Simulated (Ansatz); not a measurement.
# How methods differ on [SiH5]− (SMILES [H][Si-]([H])([H])([H])[H])

[SiH5]−: 6 atoms, total charge -1, spin state singlet. SMILES: `[H][Si-]([H])([H])([H])[H]`. The coordinates come from a GFN2-xTB relaxation.

```xyz
6

Si   -0.0002    0.0002    0.0015
H    -0.0199   -0.0078    1.6399
H     0.0218    0.0079   -1.6424
H     1.4906    0.0118    0.0192
H    -0.7575    1.2851   -0.0026
H    -0.7347   -1.2973   -0.0155
```

Each level gives the energy change with the Si1–H4 bond stretched from 1.491 to 3.728 Å (eV). The values are calculated.

```tsv
level	kind	program	value (eV)	less FCI/STO-3G
BLYP/STO-3G (restricted)	GGA	Ansatz	4.31	-0.21
revPBE/STO-3G (restricted)	GGA	Ansatz	4.33	-0.19
B2PLYP/STO-3G (restricted)	double hybrid	Ansatz	4.89	+0.37
MP2/STO-3G (restricted)	perturbation theory	Ansatz	5.65	+1.13
BCCD(T)/STO-3G (restricted)	coupled cluster or CI	Ansatz	4.47	-0.05
CCSDT/STO-3G (restricted)	coupled cluster or CI	Ansatz	4.49	-0.03
CCSDTQ/STO-3G (restricted)	coupled cluster or CI	Ansatz	4.52	0.00
FCI/STO-3G	exact in the basis	Ansatz	4.52	0.00
```

FCI/STO-3G is exact within its basis and frozen core, so for wave-function methods in that basis the difference is their error; functionals converge differently with the basis, so for them it is only a difference. Sets without diffuse functions describe the anion poorly. The first shape isn't each level's own minimum. The values span 4.31 to 5.65 eV. All rows use very small basis sets, so none should be taken for the real molecule's value.

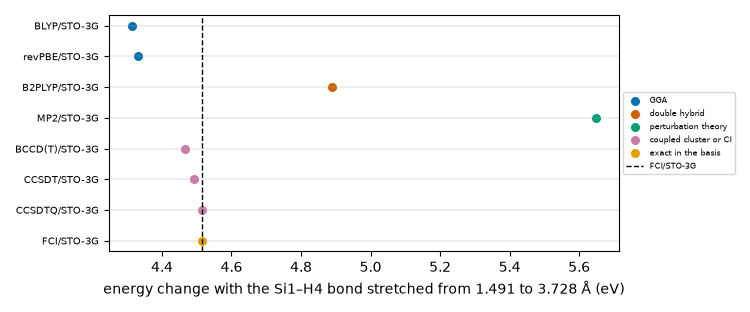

The values of the table, level by level.
